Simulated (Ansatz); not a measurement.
# Ge₂F (doublet): PBE, BLYP, revPBE, r2SCAN, PBE0, B3LYP over vertical spin and charge gaps and displaced geometries, cc-pVDZ, part 3 of 3

Ansatz 0.2.0, Gaussian basis; cc-pVDZ, all electrons in the functionals. Earlier steps stand in the parts before.

### 24 B3LYP, charge 0, doublet

The input, in.yaml:

```yaml
crystal:
  periodic: [false, false, false]
  atoms:
    - {symbol: F, position_ang: [0.000000, -1.419044, 0.000000]}
    - {symbol: Ge, position_ang: [0.000000, 0.185570, 1.205501]}
    - {symbol: Ge, position_ang: [0.000000, 0.185570, -1.205501]}
basis:
  gaussian: {orbitals: cc-pVDZ}
magnetization: {spin_polarized: true, initial_magnetization: 1}
hamiltonian: {xc: {name: B3LYP}}
```

Started as:

```sh
$ ansatz run in.yaml --threads 1 --pin off --events-out ev --progress --plain --max-ram 2393MiB
```

Log, shortened:

```text
Functional definition: B3LYP
  name "B3LYP"
  cite "Stephens, Devlin, Chabalowski & Frisch, J. Phys. Chem. 98, 11623 (1994) doi:10.1021/j100096a001"
  cite "Becke, Phys. Rev. A 38, 3098 (1988) doi:10.1103/PhysRevA.38.3098"
  cite "Lee, Yang & Parr, Phys. Rev. B 37, 785 (1988) doi:10.1103/PhysRevB.37.785"
  cite "Vosko, Wilk & Nusair, Can. J. Phys. 58, 1200 (1980) doi:10.1139/p80-159"
[...]
785 factors; integrals over basis functions are off by at most 7.3e-4 eV
[...]
mean field -115753.79531825 eV, -4253.8735172052 hartree, gradient 3.1e-5 eV, S^2 0.751544; 2 other end points of the search recorded, 0 dependent functions left out
reference -115753.79551086 eV, -4253.8735242833 hartree; 37, 36 occupied and 31, 32 virtual orbitals, 785 factors
Total energy: -115753.79551086 eV, -4253.8735242833 hartree
```

Run time: 3.9 s. Hardware: 1 thread of Arm Neoverse V2, shared host.

From the report: ⟨S²⟩ of the determinant 0.752 (pure doublet: 0.75).

### 25 B3LYP, charge 0, quartet

Edit in.yaml of step 24 so:

```diff
@@ -8,3 +8,3 @@
   gaussian: {orbitals: cc-pVDZ}
-magnetization: {spin_polarized: true, initial_magnetization: 1}
+magnetization: {spin_polarized: true, initial_magnetization: 3}
 hamiltonian: {xc: {name: B3LYP}}
```

Same command.

Log, shortened:

```text
Functional definition: B3LYP
  name "B3LYP"
  cite "Stephens, Devlin, Chabalowski & Frisch, J. Phys. Chem. 98, 11623 (1994) doi:10.1021/j100096a001"
  cite "Becke, Phys. Rev. A 38, 3098 (1988) doi:10.1103/PhysRevA.38.3098"
  cite "Lee, Yang & Parr, Phys. Rev. B 37, 785 (1988) doi:10.1103/PhysRevB.37.785"
  cite "Vosko, Wilk & Nusair, Can. J. Phys. 58, 1200 (1980) doi:10.1139/p80-159"
[...]
787 factors; integrals over basis functions are off by at most 6.7e-4 eV
[...]
mean field -115752.29642338 eV, -4253.8184338346 hartree, gradient 1.3e-5 eV, S^2 3.755907; 5 other end points of the search recorded, 0 dependent functions left out
reference -115752.29661113 eV, -4253.8184407342 hartree; 38, 35 occupied and 30, 33 virtual orbitals, 787 factors
Total energy: -115752.29661113 eV, -4253.8184407342 hartree
```

Wall time 9.5 s (1 thread of Arm Neoverse V2, shared host).

From the report: ⟨S²⟩ of the determinant 3.756 (pure quartet: 3.75).

From charge 0, doublet: +144.6 kJ/mol.

### 26 B3LYP, charge 1, singlet

Edit in.yaml of step 25 so:

```diff
@@ -8,3 +8,4 @@
   gaussian: {orbitals: cc-pVDZ}
-magnetization: {spin_polarized: true, initial_magnetization: 3}
+total_charge: 1
+magnetization: {spin_polarized: true, initial_magnetization: 0}
 hamiltonian: {xc: {name: B3LYP}}
```

Launched as before.

Log, shortened:

```text
Functional definition: B3LYP
  name "B3LYP"
  cite "Stephens, Devlin, Chabalowski & Frisch, J. Phys. Chem. 98, 11623 (1994) doi:10.1021/j100096a001"
  cite "Becke, Phys. Rev. A 38, 3098 (1988) doi:10.1103/PhysRevA.38.3098"
  cite "Lee, Yang & Parr, Phys. Rev. B 37, 785 (1988) doi:10.1103/PhysRevB.37.785"
  cite "Vosko, Wilk & Nusair, Can. J. Phys. 58, 1200 (1980) doi:10.1139/p80-159"
[...]
785 factors; integrals over basis functions are off by at most 7.3e-4 eV
[...]
mean field -115746.16759108 eV, -4253.5932034021 hartree, gradient 2.4e-5 eV, S^2 0.574286; 9 other end points of the search recorded, 0 dependent functions left out
reference -115746.16778097 eV, -4253.5932103803 hartree; 36, 36 occupied and 32, 32 virtual orbitals, 785 factors
Total energy: -115746.16778097 eV, -4253.5932103803 hartree
```

Wall time 16 s (1 thread of Arm Neoverse V2, shared host).

From the report: ⟨S²⟩ of the determinant 0.574 (pure singlet: 0.00). The determinant is far from a pure spin state, so its energy mixes those of several spin states (harmless only where they are near-degenerate, as at dissociation).

From charge 0, doublet: +736.0 kJ/mol.

### 27 B3LYP, charge 1, triplet

Edit in.yaml of step 26 so:

```diff
@@ -9,3 +9,3 @@
 total_charge: 1
-magnetization: {spin_polarized: true, initial_magnetization: 0}
+magnetization: {spin_polarized: true, initial_magnetization: 2}
 hamiltonian: {xc: {name: B3LYP}}
```

The command is unchanged.

Log, shortened:

```text
Functional definition: B3LYP
  name "B3LYP"
  cite "Stephens, Devlin, Chabalowski & Frisch, J. Phys. Chem. 98, 11623 (1994) doi:10.1021/j100096a001"
  cite "Becke, Phys. Rev. A 38, 3098 (1988) doi:10.1103/PhysRevA.38.3098"
  cite "Lee, Yang & Parr, Phys. Rev. B 37, 785 (1988) doi:10.1103/PhysRevB.37.785"
  cite "Vosko, Wilk & Nusair, Can. J. Phys. 58, 1200 (1980) doi:10.1139/p80-159"
[...]
785 factors; integrals over basis functions are off by at most 7.3e-4 eV
[...]
mean field -115746.04587672 eV, -4253.5887304817 hartree, gradient 6.8e-6 eV, S^2 2.004278; 0 other end points of the search recorded, 0 dependent functions left out
reference -115746.04606828 eV, -4253.5887375214 hartree; 37, 35 occupied and 31, 33 virtual orbitals, 785 factors
Total energy: -115746.04606828 eV, -4253.5887375214 hartree
```

Wall time 3.6 s (1 thread of Arm Neoverse V2, shared host).

From the report: ⟨S²⟩ of the determinant 2.004 (pure triplet: 2.00).

From charge 0, doublet: +747.7 kJ/mol.

### 28 B3LYP, displaced geometry v1

The input, in.yaml:

```yaml
crystal:
  periodic: [false, false, false]
  atoms:
    - {symbol: F, position_ang: [-0.020472, -1.430994, 0.028706]}
    - {symbol: Ge, position_ang: [-0.021305, 0.157477, 1.223054]}
    - {symbol: Ge, position_ang: [0.026659, 0.216787, -1.230561]}
basis:
  gaussian: {orbitals: cc-pVDZ}
magnetization: {spin_polarized: true, initial_magnetization: 1}
hamiltonian: {xc: {name: B3LYP}}
```

Launched as before.

Log, shortened:

```text
Functional definition: B3LYP
  name "B3LYP"
  cite "Stephens, Devlin, Chabalowski & Frisch, J. Phys. Chem. 98, 11623 (1994) doi:10.1021/j100096a001"
  cite "Becke, Phys. Rev. A 38, 3098 (1988) doi:10.1103/PhysRevA.38.3098"
  cite "Lee, Yang & Parr, Phys. Rev. B 37, 785 (1988) doi:10.1103/PhysRevB.37.785"
  cite "Vosko, Wilk & Nusair, Can. J. Phys. 58, 1200 (1980) doi:10.1139/p80-159"
[...]
786 factors; integrals over basis functions are off by at most 7.9e-4 eV
[...]
mean field -115753.80141075 eV, -4253.8737411005 hartree, gradient 1.5e-5 eV, S^2 0.751533; 3 other end points of the search recorded, 0 dependent functions left out
reference -115753.80160342 eV, -4253.8737481808 hartree; 37, 36 occupied and 31, 32 virtual orbitals, 786 factors
Total energy: -115753.80160342 eV, -4253.8737481808 hartree
```

Run time: 5.5 s. Hardware: 1 thread of Arm Neoverse V2, shared host.

From the report: ⟨S²⟩ of the determinant 0.752 (pure doublet: 0.75).

From charge 0, doublet: -0.6 kJ/mol.

### 29 B3LYP, displaced geometry v2

The input, in.yaml:

```yaml
crystal:
  periodic: [false, false, false]
  atoms:
    - {symbol: F, position_ang: [0.111927, -1.412113, -0.006636]}
    - {symbol: Ge, position_ang: [-0.052947, 0.200875, 1.210459]}
    - {symbol: Ge, position_ang: [0.023673, 0.168451, -1.208723]}
basis:
  gaussian: {orbitals: cc-pVDZ}
magnetization: {spin_polarized: true, initial_magnetization: 1}
hamiltonian: {xc: {name: B3LYP}}
```

Same command.

Log, shortened:

```text
Functional definition: B3LYP
  name "B3LYP"
  cite "Stephens, Devlin, Chabalowski & Frisch, J. Phys. Chem. 98, 11623 (1994) doi:10.1021/j100096a001"
  cite "Becke, Phys. Rev. A 38, 3098 (1988) doi:10.1103/PhysRevA.38.3098"
  cite "Lee, Yang & Parr, Phys. Rev. B 37, 785 (1988) doi:10.1103/PhysRevB.37.785"
  cite "Vosko, Wilk & Nusair, Can. J. Phys. 58, 1200 (1980) doi:10.1139/p80-159"
[...]
785 factors; integrals over basis functions are off by at most 7.5e-4 eV
[...]
mean field -115753.79732259 eV, -4253.8735908634 hartree, gradient 1.4e-5 eV, S^2 0.751544; 2 other end points of the search recorded, 0 dependent functions left out
reference -115753.79751539 eV, -4253.8735979485 hartree; 37, 36 occupied and 31, 32 virtual orbitals, 785 factors
Total energy: -115753.79751539 eV, -4253.8735979485 hartree
```

Wall time 4.5 s (1 thread of Arm Neoverse V2, shared host).

From the report: ⟨S²⟩ of the determinant 0.752 (pure doublet: 0.75).

From charge 0, doublet: -0.2 kJ/mol.

### 30 The comparison

The yardstick is UCCSDT(Q), where the cluster series has nearly closed. It and the other wave-function rows come from earlier runs at the same points. Energies in kJ/mol, counted from charge 0, doublet; blanks weren't run or aren't comparable.

| level | doublet to quartet | ionisation to the singlet cation | ionisation to the triplet cation | displacement v1 | displacement v2 |
| --- | --- | --- | --- | --- | --- |
| UCCSDT(Q) | 126.5 | 715.2 | 723.6 | -1.8 | -0.4 |
| PBE | 143.7 | 733.4 | 737.3 | -1.1 | -0.2 |
| BLYP | 156.3 |  |  |  |  |
| revPBE |  |  |  |  | -0.3 |
| r2SCAN | 128.4 | 743.8 | 747.9 | 1.0 | 0.1 |
| PBE0 | 128.1 | 737.9 | 744.3 | 1.1 | 0.1 |
| B3LYP | 144.6 | 736.0 | 747.7 | -0.6 | -0.2 |
| RHF | 73.1 | 677.1 | 678.8 | 1.2 | 0.2 |
| UHF | 54.3 | 652.0 | 667.0 | 1.0 | 0.1 |
| RMP2 | 113.7 | 714.4 | 715.8 | 0.3 | -0.1 |
| UMP2 | 115.6 | 722.4 | 719.7 | 1.3 | 0.1 |
| RCCSD | 118.6 | 710.2 | 722.9 | -0.9 | -0.3 |
| RCCSD(T) | 125.6 | 713.6 | 724.2 | -1.5 | -0.4 |
| UCCSD(T) | 124.6 | 714.6 | 723.7 | -1.4 | -0.4 |
| RCCSDT(Q) | 127.4 | 713.9 | 724.3 | -1.7 | -0.4 |
| CASSCF valence | 126.1 |  | 661.1 |  |  |
| NEVPT2 valence | 128.1 |  | 703.2 |  |  |
| MRCISD+Q valence | 126.5 |  | 722.1 |  |  |

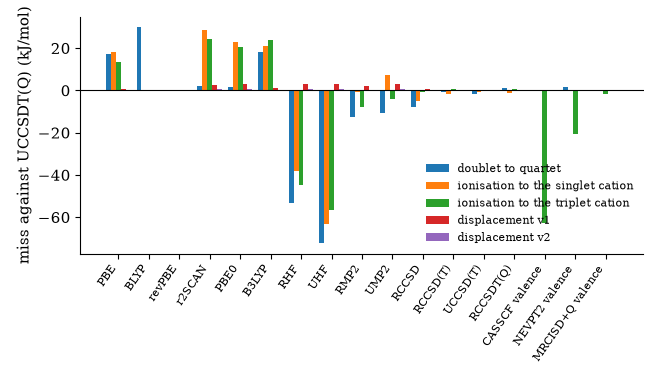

Misses of the gaps against UCCSDT(Q).

Largest miss and mean time a point (UCCSDT(Q) took 98 s a point; shared hosts):

| level | largest miss (kJ/mol) | where | time a point |
| --- | --- | --- | --- |
| PBE | +18.2 | ionisation to the singlet cation | 6.9 s |
| BLYP | +29.9 | doublet to quartet | 6.7 s |
| revPBE | +0.1 | displacement v2 | 5.2 s |
| r2SCAN | +28.7 | ionisation to the singlet cation | 19 s |
| PBE0 | +22.7 | ionisation to the singlet cation | 6.6 s |
| B3LYP | +24.1 | ionisation to the triplet cation | 7.2 s |
| RHF | -53.3 | doublet to quartet |  |
| UHF | -72.2 | doublet to quartet |  |
| RMP2 | -12.7 | doublet to quartet |  |
| UMP2 | -10.8 | doublet to quartet |  |
| RCCSD | -7.8 | doublet to quartet |  |
| RCCSD(T) | -1.5 | ionisation to the singlet cation | 18 s |
| UCCSD(T) | -1.9 | doublet to quartet | 40 s |
| RCCSDT(Q) | -1.3 | ionisation to the singlet cation | 63 s |
| CASSCF valence | -62.6 | ionisation to the triplet cation |  |
| NEVPT2 valence | -20.4 | ionisation to the triplet cation | 22 s |
| MRCISD+Q valence | -1.5 | ionisation to the triplet cation | 28 s |

### 31 Summary of results

This closing draws on all 3 parts.

| quantity | value |
| --- | --- |
| doublet to quartet, UCCSDT(Q) | 126.5 kJ/mol |
| ionisation to the singlet cation, UCCSDT(Q) | 715.2 kJ/mol |
| ionisation to the triplet cation, UCCSDT(Q) | 723.6 kJ/mol |
| displacement v1, UCCSDT(Q) | -1.8 kJ/mol |
| displacement v2, UCCSDT(Q) | -0.4 kJ/mol |
| largest miss, PBE | +18.2 kJ/mol (ionisation to the singlet cation) |
| largest miss, BLYP | +29.9 kJ/mol (doublet to quartet) |
| largest miss, revPBE | +0.1 kJ/mol (displacement v2) |
| largest miss, r2SCAN | +28.7 kJ/mol (ionisation to the singlet cation) |
| largest miss, PBE0 | +22.7 kJ/mol (ionisation to the singlet cation) |
| largest miss, B3LYP | +24.1 kJ/mol (ionisation to the triplet cation) |
| largest miss, RCCSD(T) | -1.5 kJ/mol (ionisation to the singlet cation) |
| largest miss, UCCSD(T) | -1.9 kJ/mol (doublet to quartet) |

In words: Misses are known at 5 of 5 points at best, and only functionals with that many are ranked. Of the functionals, PBE keep the smallest largest miss at the points compared (at most 18.2 kJ/mol) and r2SCAN strays most (28.7 kJ/mol, at ionisation to the singlet cation). PBE, r2SCAN, PBE0, B3LYP clearly break the spin symmetry at some points (⟨S²⟩ up to 0.79 above the pure value), so energy there is bought with a mixed spin. Functionals and the yardstick converge differently with the basis, so part of each miss in cc-pVDZ is the basis.
